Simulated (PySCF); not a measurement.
**C₃H₉NP₂Si: density, localisation and related maps**

The calculation's input:

```
{"job": {"kind": "uv", "xc": "B3LYP", "basis": "def2-SVPD", "nstates": 8, "ntriplets": 3}, "charge": 0, "multiplicity": 1}
N     -0.421010     1.915658    -2.035625
C     -0.336882     1.828492    -0.897033
C     -0.235310     1.648009     0.516353
P     -0.381034    -0.163426     0.995277
Si    -2.141137    -0.793848    -0.257994
C      0.988847    -0.843171    -0.068868
P      2.609368    -0.273459     0.659896
H     -1.032990     2.194656     1.027975
H      0.735838     2.011476     0.870972
H     -2.434488    -2.157189     0.183912
H     -3.233599     0.115179     0.085195
H     -1.883825    -0.778539    -1.696299
H      0.905736    -0.480862    -1.098179
H      0.925005    -1.933986    -0.062907
H      2.527784    -1.084995     1.788692
H      3.400098    -1.195053    -0.022778
```

Command:

```sh
OMP_NUM_THREADS=1 python probes_run.py task.json out
```

Geometry: GFN2-xTB.

Theory: B3LYP/def2-SVPD, SCF density, gas phase in PySCF 2.14.0.

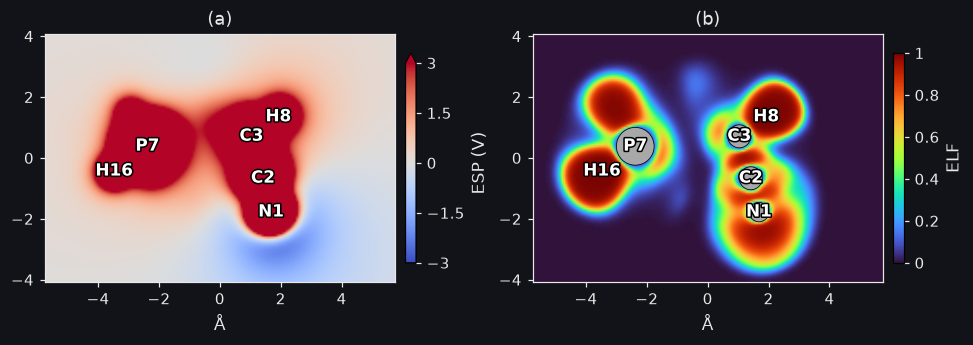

Figure 1. (a) molecular electrostatic potential; (b) ELF on the plane of atoms C2, C3 and H8. Grey discs cover the atomic cores in the ELF map.

### What do the fields say about this system?

The section cuts through N, C, P and H sites.
C–N (1.15 Å): the ELF peaks at about 0.90 between the atoms (a multiple bond).
C–C (1.43 Å): the ELF peaks at about 0.95 between the atoms (a covalent bond).
C–H (1.09 Å): the ELF climbs to about 1 towards the hydrogen, as it does in any bond to H; an ordinary covalent bond to hydrogen.
P–H (1.39 Å): the ELF climbs to about 1 towards the hydrogen.
The ELF also peaks beside N1, away from the bonds: lone-pair regions.
Outside the dense part of the molecule the potential is most negative (−2.2 V) near N1.

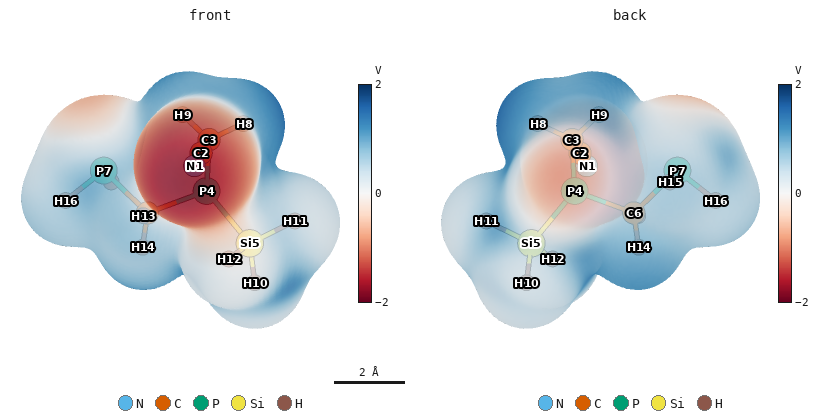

Figure 2. The electrostatic potential painted on the density surface at 0.002 e/bohr³, seen from the front and from behind; the colour scale runs from red (negative) to blue (positive).

### Where is the surface potential most negative and most positive?

The most negative region (about −1.8 V, or −42 kcal/mol for a unit charge) lies over N1, the most positive (about +1.5 V, or +35 kcal/mol for a unit charge) over H8. N1 is the likeliest acceptor of a hydrogen bond.
